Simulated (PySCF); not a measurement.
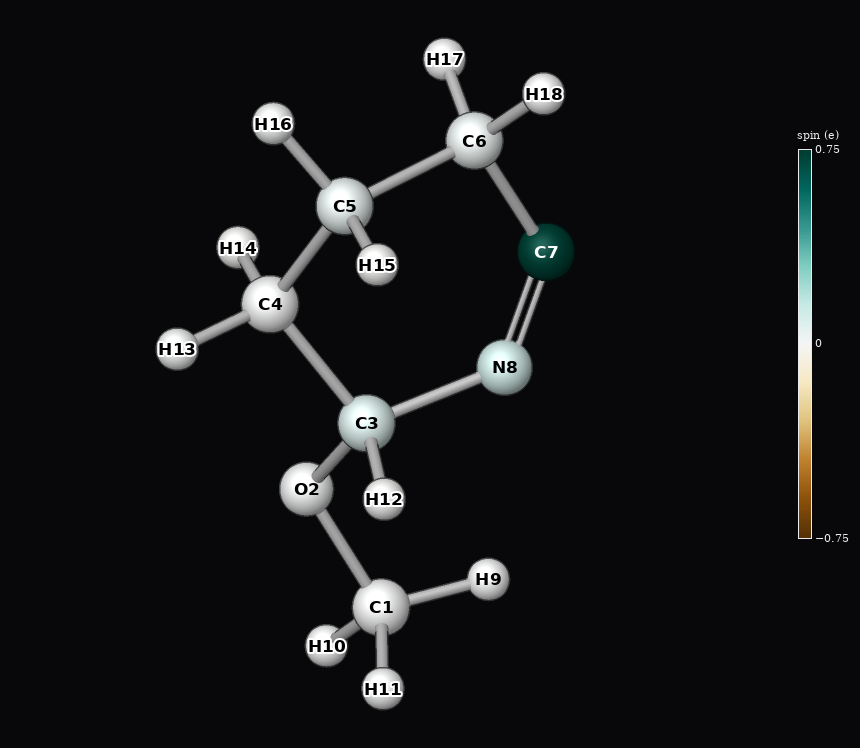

Atoms are coloured by their Mulliken spin populations. The species is neutral and a spin doublet. Computed geometry: GFN2-xTB optimisation. No frequency run is at hand to confirm it as a minimum. Level of theory: UKS B3LYP, pcH-1 on C H N O, non-relativistic (PySCF 2.14.0).

Which atom carries the largest spin population?

Answer. C7 (0.73 e).

Which atom has the lowest spin population?

Answer. C1, C4, H9, H10, H11, H12, H14, H15, H17, H18 (0.00 e).

List the Mulliken spin populations.

```csv
atom,value (e)
C1,0.00
O2,0.01
C3,0.08
C4,0.00
C5,0.04
C6,0.03
C7,0.73
N8,0.11
H9,0.00
H10,0.00
H11,0.00
H12,0.00
H13,0.01
H14,0.00
H15,0.00
H16,0.01
H17,0.00
H18,0.00
```

Mulliken values depend strongly on the basis set.
